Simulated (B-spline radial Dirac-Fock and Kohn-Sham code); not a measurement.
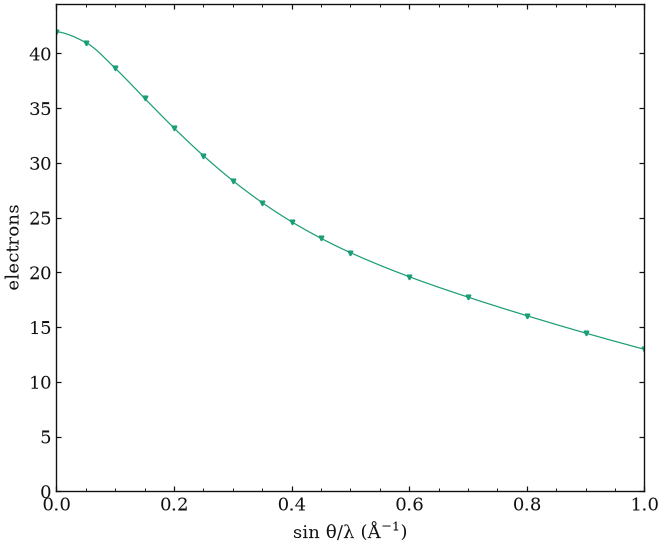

Fig. 1. The X-ray form factor f against sin θ/λ. The figure is for neutral Mo, configuration [Kr] 4d5 5s1. Computed with a B-spline radial code: the spherical Dirac–Fock density (average of configuration).

f starts at 42, the number of electrons, falls to half near sin θ/λ = 0.54 Å⁻¹, and is 21.8 at sin θ/λ = 0.50 Å⁻¹ and 13.0 at sin θ/λ = 1.00 Å⁻¹. The initial fall is set by Σ⟨r²⟩ = 58.3 bohr².
